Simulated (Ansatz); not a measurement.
## Molecular dynamics of CH₈InN (part 2 of 2)

Continued. System: CH₈InN, SMILES C[NH2+][InH3-]. Method: UKS PBE/def2-SVP (Ansatz 0.2.0). The geometry comes from this level: PBE0-D4/def2-TZVP.

Geometry of the input (Å):
```
C  1.2092  -0.8375  0.1211
N  0.5016  0.3997  0.4609
In -1.6669  0.5385  -0.5001
H  1.3035  -0.9046  -0.9628
H  2.2048  -0.8961  0.5701
H  0.6165  -1.6880  0.4579
H  1.0270  1.2092  0.1507
H  0.3974  0.4883  1.4654
H  -1.1392  0.4396  -2.1530
H  -2.2909  -0.8957  0.2576
H  -2.0975  2.0894  0.1531
```

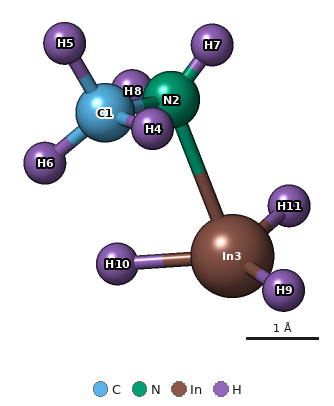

Figure 1. The geometry at step 18 of the log (ball-and-stick view, seen at a tilt; atoms are numbered from 1 in the order of the input).

**Trajectory as extended XYZ, continued**
```
11
Properties=species:S:1:pos:R:3:forces:R:3 step=7 time_fs=7.0 energy=-7823.94592 temperature=290.4
C     1.1942   -0.8075    0.1045    0.4897  -2.9332   0.6801
N     0.5233    0.4067    0.4794   -1.7506  -1.7482  -1.1821
In   -1.6682    0.5357   -0.5059    0.0705   0.5320   0.6325
H     1.1638   -1.0360   -1.0258    0.9741   1.0375   1.0226
H     2.2335   -0.8979    0.7339   -1.8456  -0.2905  -1.9028
H     0.5009   -1.7325    0.3435    1.0818   1.4200   0.4632
H     1.0666    1.1864    0.2955    1.6323   2.5007  -0.6977
H     0.3063    0.4277    1.4477   -0.3517  -0.0492   1.6224
H    -1.1004    0.4401   -2.2554   -0.4110  -0.0158   0.7875
H    -2.1024   -0.8712    0.6259    0.0124   0.4760  -0.7227
H    -2.0229    2.1996    0.3726    0.0980  -0.9294  -0.7030
11
Properties=species:S:1:pos:R:3:forces:R:3 step=8 time_fs=8.0 energy=-7823.91456 temperature=272.5
C     1.1905   -0.8081    0.1023    0.6187  -2.8984   0.8218
N     0.5250    0.4101    0.4818   -2.0179  -2.5000  -1.5891
In   -1.6684    0.5354   -0.5066    0.1075   0.5111   0.7450
H     1.1799   -1.0222   -1.0278    0.8476   0.9389   1.0118
H     2.2396   -0.9148    0.7263   -1.9661  -0.1813  -1.8757
H     0.4927   -1.7276    0.3573    1.1301   1.4464   0.2980
H     1.0666    1.1788    0.3214    2.1696   3.2082  -0.8412
H     0.2970    0.4182    1.4366   -0.5313  -0.0847   2.1778
H    -1.1084    0.4401   -2.2431   -0.3949  -0.0297   0.6949
H    -2.0744   -0.8528    0.6577   -0.0239   0.4375  -0.7499
H    -2.0079    2.1830    0.3813    0.0605  -0.8482  -0.6935
11
Properties=species:S:1:pos:R:3:forces:R:3 step=10 time_fs=10.0 energy=-7824.48379 temperature=730.6
C     1.1847   -0.8158    0.1000    0.6114  -1.6434   0.9145
N     0.5249    0.4126    0.4834   -0.1550   0.5759  -0.3981
In   -1.6687    0.5351   -0.5078    0.2034   0.4097   0.9696
H     1.2348   -0.9693   -1.0055    0.4666   0.5168   0.2469
H     2.1974   -0.9529    0.6598   -1.0752  -0.0327  -1.0687
H     0.5070   -1.6790    0.3923    0.5116   0.5613   0.1027
H     1.1205    1.2432    0.3522   -0.0671  -0.0639  -0.0923
H     0.2646    0.3970    1.4712   -0.0104   0.0022   0.2852
H    -1.1353    0.4390   -2.2001   -0.3037  -0.0705   0.3094
H    -2.0195   -0.8041    0.6999   -0.1273   0.2495  -0.7007
H    -1.9766    2.1268    0.3794   -0.0544  -0.5049  -0.5684
11
Properties=species:S:1:pos:R:3:forces:R:3 step=12 time_fs=12.0 energy=-7824.34744 temperature=626.2
C     1.1806   -0.8285    0.1003   -0.6223   0.9740  -0.2140
N     0.5241    0.4163    0.4840    0.9344   2.2982   1.2046
In   -1.6690    0.5348   -0.5086    0.2848   0.1717   1.1174
H     1.3073   -0.8967   -0.9745   -0.0317   0.0172  -0.8007
H     2.1195   -0.9931    0.5554    1.8778  -0.1620   0.8903
H     0.5385   -1.6115    0.4322   -0.9237  -1.2724   0.1964
H     1.1756    1.3105    0.3779   -1.5052  -2.1421   0.2497
H     0.2317    0.3762    1.5178    0.5901   0.1942  -1.5504
H    -1.1737    0.4351   -2.1458   -0.1386  -0.1310  -0.3184
H    -1.9695   -0.7461    0.7156   -0.2501  -0.0686  -0.5064
H    -1.9475    2.0519    0.3562   -0.2155   0.1207  -0.2685
11
Properties=species:S:1:pos:R:3:forces:R:3 step=13 time_fs=13.0 energy=-7824.12935 temperature=453.5
C     1.1781   -0.8342    0.1005   -1.3559   1.9921  -0.9454
N     0.5246    0.4204    0.4853    1.1165   2.2017   1.4538
In   -1.6691    0.5347   -0.5089    0.3143  -0.0066   1.1121
H     1.3444   -0.8589   -0.9683   -0.3203  -0.1901  -0.9491
H     2.0993   -1.0149    0.5107    3.2047  -0.2783   1.7123
H     0.5446   -1.5914    0.4546   -1.3857  -1.8414   0.1726
H     1.1837    1.3167    0.3940   -1.5666  -2.2359   0.2307
H     0.2226    0.3681    1.5221    0.6536   0.2573  -1.7027
H    -1.1953    0.4315   -2.1216   -0.0450  -0.1655  -0.6661
H    -1.9478   -0.7173    0.7156   -0.3115  -0.2613  -0.3612
H    -1.9356    2.0144    0.3398   -0.3041   0.5280  -0.0570
11
Properties=species:S:1:pos:R:3:forces:R:3 step=15 time_fs=15.0 energy=-7824.21086 temperature=501.8
C     1.1701   -0.8408    0.0986   -0.0279   1.3795  -0.5237
N     0.5277    0.4326    0.4908    0.7348   0.3366   0.6668
In   -1.6692    0.5346   -0.5092    0.3750  -0.3489   0.8587
H     1.4067   -0.7906   -0.9812   -0.8683  -0.5403  -0.3008
H     2.1487   -1.0657    0.4711    1.3705   0.1711   1.2527
H     0.5184   -1.6029    0.5017   -0.6139  -0.9963  -0.5911
H     1.1582    1.2692    0.4317   -0.4239  -0.6732  -0.0468
H     0.2220    0.3594    1.4852    0.2341   0.2263  -0.4882
H    -1.2392    0.4191   -2.0951    0.0868  -0.2199  -1.1552
H    -1.9137   -0.6689    0.7069   -0.4149  -0.6459  -0.0311
H    -1.9213    1.9587    0.3077   -0.4524   1.3110   0.3589
11
Properties=species:S:1:pos:R:3:forces:R:3 step=17 time_fs=17.0 energy=-7823.90090 temperature=256.7
C     1.1619   -0.8431    0.0950    1.6967  -0.0752   0.3374
N     0.5326    0.4453    0.4979   -0.8918  -3.2848  -1.2771
In   -1.6692    0.5343   -0.5093    0.4304  -0.3259   0.4086
H     1.4365   -0.7428   -1.0052   -1.1292  -0.7956   0.5541
H     2.2495   -1.1098    0.4788   -1.5578   0.7786   0.2557
H     0.4697   -1.6513    0.5263    0.6985   0.5156  -1.3888
H     1.1215    1.2022    0.4674    2.2581   2.7911  -0.3991
H     0.2290    0.3587    1.4332   -0.6418  -0.0296   1.8791
H    -1.2801    0.3985   -2.1113    0.0699  -0.2118  -1.0292
H    -1.8954   -0.6449    0.6967   -0.4592  -0.8795   0.2053
H    -1.9240    1.9517    0.2884   -0.4738   1.5172   0.4541
11
Properties=species:S:1:pos:R:3:forces:R:3 step=18 time_fs=18.0 energy=-7823.82417 temperature=196.4
C     1.1596   -0.8441    0.0935    1.9845  -0.3764   0.5280
N     0.5345    0.4489    0.5005   -0.8421  -3.4176  -1.5255
In   -1.6691    0.5341   -0.5092    0.4337  -0.1300   0.2291
H     1.4356   -0.7297   -1.0110   -1.1073  -0.8514   0.7228
H     2.2832   -1.1218    0.4884   -2.2028   0.8846  -0.0019
H     0.4526   -1.6713    0.5202    1.0221   0.9215  -1.5000
H     1.1293    1.2008    0.4802    2.3059   2.8029  -0.3871
H     0.2253    0.3586    1.4288   -0.7372  -0.0660   2.1168
H    -1.2995    0.3850   -2.1349    0.0181  -0.1779  -0.7442
H    -1.8928   -0.6451    0.6942   -0.4531  -0.8874   0.2333
H    -1.9322    1.9700    0.2853   -0.4217   1.2977   0.3287
11
Properties=species:S:1:pos:R:3:forces:R:3 step=20 time_fs=20.0 energy=-7824.19323 temperature=496.5
C     1.1598   -0.8471    0.0919    1.9849  -0.2501   0.7962
N     0.5370    0.4500    0.5030    0.8934  -0.3824   0.3098
In   -1.6689    0.5337   -0.5091    0.3648   0.3739   0.0941
H     1.4031   -0.7279   -1.0025   -0.7793  -0.7645   0.3645
H     2.2853   -1.1205    0.5060   -2.3497   0.8107  -0.2108
H     0.4485   -1.6836    0.4656    0.9293   0.9214  -1.1694
H     1.1986    1.2626    0.4957   -0.4235  -0.6279  -0.1716
H     0.1998    0.3575    1.4727    0.0982   0.1817   0.0060
H    -1.3383    0.3534   -2.2002   -0.0874  -0.0776  -0.0278
H    -1.9003   -0.6703    0.6953   -0.3877  -0.6735   0.0922
H    -1.9600    2.0404    0.2867   -0.2430   0.4883  -0.0833
11
Properties=species:S:1:pos:R:3:forces:R:3 step=22 time_fs=22.0 energy=-7824.35910 temperature=643.2
C     1.1663   -0.8506    0.0927    1.1356   0.9879   0.6402
N     0.5417    0.4497    0.5061    1.2572   0.9799   1.6345
In   -1.6685    0.5334   -0.5089    0.2163   0.6904   0.1707
H     1.3413   -0.7548   -0.9816   -0.2017  -0.4309  -0.5948
H     2.2009   -1.0889    0.5167   -0.8621   0.3559   0.0989
H     0.4775   -1.6633    0.3676   -0.1392  -0.1532  -0.2661
H     1.2569    1.3069    0.5044   -1.7205  -2.1694  -0.0716
H     0.1773    0.3628    1.5193    0.7678   0.3003  -1.5557
H    -1.3803    0.3188   -2.2670   -0.1270   0.0208   0.5547
H    -1.9226   -0.7209    0.6996   -0.2703  -0.2781  -0.1885
H    -1.9972    2.1298    0.2852   -0.0562  -0.3037  -0.4224
11
Properties=species:S:1:pos:R:3:forces:R:3 step=23 time_fs=23.0 energy=-7824.35051 temperature=636.7
C     1.1712   -0.8515    0.0940   -0.0782   1.9377  -0.0069
N     0.5453    0.4504    0.5093    1.0584   0.9102   1.5894
In   -1.6683    0.5333   -0.5088    0.1225   0.7467   0.2317
H     1.3060   -0.7754   -0.9774    0.1085  -0.2216  -0.9083
H     2.1414   -1.0666    0.5222    0.8024  -0.0742   0.6389
H     0.4932   -1.6522    0.3122   -0.8295  -0.8592   0.2244
H     1.2632    1.3001    0.5075   -1.6866  -2.0883  -0.0715
H     0.1759    0.3697    1.5228    0.8034   0.2556  -1.5987
H    -1.4031    0.3015   -2.2937   -0.1184   0.0604   0.7462
H    -1.9379   -0.7512    0.6998   -0.2047  -0.0714  -0.3241
H    -2.0170    2.1719    0.2790    0.0223  -0.5957  -0.5211
11
Properties=species:S:1:pos:R:3:forces:R:3 step=25 time_fs=25.0 energy=-7824.25285 temperature=558.6
C     1.1793   -0.8481    0.0957   -2.9518   2.4518  -1.7579
N     0.5545    0.4533    0.5185   -0.1556  -0.8126   0.0977
In   -1.6678    0.5334   -0.5085   -0.0945   0.7258   0.3331
H     1.2413   -0.8210   -0.9947    0.6874   0.1811  -0.5356
H     2.0633   -1.0286    0.5585    3.4818  -0.8145   1.6196
H     0.4969   -1.6582    0.2112   -1.0821  -1.0105   0.8004
H     1.2321    1.2324    0.5115   -0.1286  -0.1556  -0.1817
H     0.1945    0.3898    1.4883    0.2366   0.0000  -0.1984
H    -1.4521    0.2689   -2.3247   -0.0589   0.1156   0.9317
H    -1.9739   -0.8122    0.6897   -0.0785   0.2808  -0.5155
H    -2.0555    2.2372    0.2512    0.1443  -0.9618  -0.5935
11
Properties=species:S:1:pos:R:3:forces:R:3 step=27 time_fs=27.0 energy=-7824.12396 temperature=453.8
C     1.1792   -0.8375    0.0925   -1.4793   0.2461  -0.8912
N     0.5630    0.4536    0.5278   -2.0826  -3.5181  -2.1610
In   -1.6674    0.5337   -0.5081   -0.3175   0.6222   0.4008
H     1.2022   -0.8599   -1.0312    1.0671   0.5235   0.3974
H     2.1009   -1.0184    0.6479    0.6087  -0.4673  -0.2164
H     0.4630   -1.6987    0.1400    0.0734   0.3876   1.0480
H     1.2006    1.1636    0.5081    2.5269   2.9424  -0.3980
H     0.2209    0.4099    1.4492   -0.6783  -0.2939   2.0577
H    -1.5033    0.2406   -2.3206    0.0345   0.1359   0.8730
H    -2.0130   -0.8630    0.6602    0.0271   0.5043  -0.5681
H    -2.0886    2.2663    0.2009    0.2201  -1.0826  -0.5421
11
Properties=species:S:1:pos:R:3:forces:R:3 step=28 time_fs=28.0 energy=-7824.09643 temperature=430.8
C     1.1769   -0.8314    0.0895   -0.5093  -0.7898  -0.2131
N     0.5654    0.4505    0.5305   -1.6558  -2.7923  -2.2305
In   -1.6673    0.5340   -0.5078   -0.4072   0.5536   0.4344
H     1.1973   -0.8726   -1.0460    1.1364   0.6472   0.7193
H     2.1372   -1.0212    0.6952   -0.8396  -0.2513  -1.1901
H     0.4441   -1.7170    0.1189    0.5459   0.9449   1.1139
H     1.2160    1.1653    0.5012    1.9687   2.3674  -0.3799
H     0.2263    0.4162    1.4545   -0.6312  -0.3115   2.0142
H    -1.5287    0.2284   -2.3057    0.0865   0.1302   0.7514
H    -2.0324   -0.8816    0.6373    0.0668   0.5587  -0.5410
H    -2.1022    2.2655    0.1677    0.2389  -1.0571  -0.4786
11
Properties=species:S:1:pos:R:3:forces:R:3 step=30 time_fs=30.0 energy=-7824.11322 temperature=447.1
C     1.1716   -0.8215    0.0835    0.5220  -1.8419   0.6516
N     0.5676    0.4398    0.5320    0.2084   0.6984  -0.3527
In   -1.6670    0.5346   -0.5072   -0.5016   0.3746   0.5286
H     1.2200   -0.8788   -1.0534    1.0557   0.7468   0.8255
H     2.1781   -1.0328    0.7502   -1.9787  -0.0420  -1.9963
H     0.4244   -1.7236    0.1086    0.8656   1.2874   1.0624
H     1.2877    1.2204    0.4778   -1.0511  -0.8374  -0.0274
H     0.2232    0.4206    1.5128    0.3464  -0.2014  -0.3404
H    -1.5766    0.2074   -2.2560    0.1935   0.0771   0.3157
H    -2.0692   -0.9027    0.5764    0.1151   0.5454  -0.3882
H    -2.1226    2.2343    0.0882    0.2246  -0.8069  -0.2788
```

**Key numbers**

```json
{"quantity": "outcome", "value": "finished"}
{"quantity": "mean temperature over the second half", "value": "472 K"}
{"quantity": "trajectory", "value": "30 steps, 30 fs"}
{"quantity": "ensemble", "value": "nvt_nose_hoover"}
{"quantity": "temperature in the input", "value": "1000 K"}
{"quantity": "time step", "value": "1 fs"}
{"quantity": "potential energy (last step)", "value": "−7824.1133 eV"}
{"quantity": "SCF solution under orbital rotations (last step)", "value": "stable"}
{"quantity": "largest force (length of the vector) (last step)", "value": "2.811 eV/Å"}
{"quantity": "dipole moment (last step)", "value": "4.70 D"}
{"quantity": "wall time", "value": "44 s (CPU time 2.7 min)"}
{"quantity": "peak memory", "value": "0.17 GiB"}
```

**Remarks**

So short a trajectory is not equilibrated. The temperature stays far from the 1000 K of the thermostat over the second half: the run isn't equilibrated.
